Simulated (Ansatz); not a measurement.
SnGe₂ (space group Fm-3m, No. 225): the geometry relaxed (final pressure about 4 GPa) with Ansatz, DFT LDA, scalar-relativistic, plane waves, PAW; the starting structure was generated, so it need not be a known form of this composition.

```yaml
crystal:
  lattice:
    - [6.48743, 0.00000, 0.00000]
    - [0.00000, 6.48743, 0.00000]
    - [0.00000, 0.00000, 6.48743]
  atoms:
    - { symbol: Sn, position: [0.00000, 0.00000, 0.00000] }
    - { symbol: Ge, position: [0.25000, 0.25000, 0.75000] }
    - { symbol: Ge, position: [0.25000, 0.75000, 0.75000] }
    - { symbol: Sn, position: [0.00000, 0.50000, 0.50000] }
    - { symbol: Ge, position: [0.25000, 0.75000, 0.25000] }
    - { symbol: Ge, position: [0.25000, 0.25000, 0.25000] }
    - { symbol: Sn, position: [0.50000, 0.00000, 0.50000] }
    - { symbol: Ge, position: [0.75000, 0.25000, 0.25000] }
    - { symbol: Ge, position: [0.75000, 0.75000, 0.25000] }
    - { symbol: Sn, position: [0.50000, 0.50000, 0.00000] }
    - { symbol: Ge, position: [0.75000, 0.75000, 0.75000] }
    - { symbol: Ge, position: [0.75000, 0.25000, 0.75000] }
```

Bonds are taken as Ge–Sn below 3.2 Å. Simplification: prune 0- and 1-connected atoms, fold 2-connected ones into links.

Derive the underlying net.

The result is a binodal (4,8)-connected, three-periodic net: Ge is a 4-connected node; Sn is an 8-connected node, in the ratio 2:1. It is the flu net, known from fluorite. It is a single net, without interpenetration.

```tsv
node	links	point symbol	coordination sequence
Ge	4	4⁶	4 22 24 82 64 182 124 322 204 502
Sn	8	4¹²·6¹²·8⁴	8 12 48 42 128 92 248 162 408 252
```

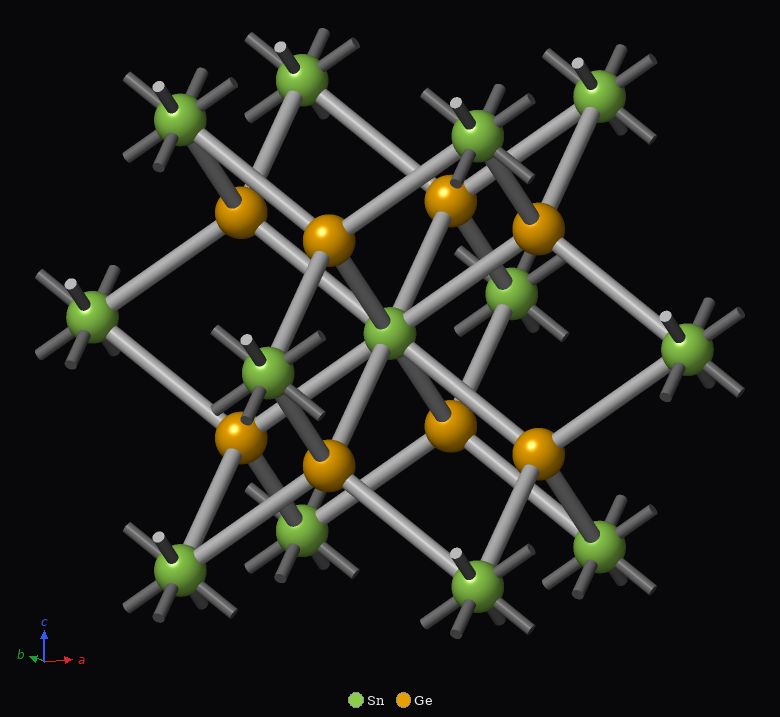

Nodes are coloured by element. Edges to nodes outside the piece are drawn as stubs.
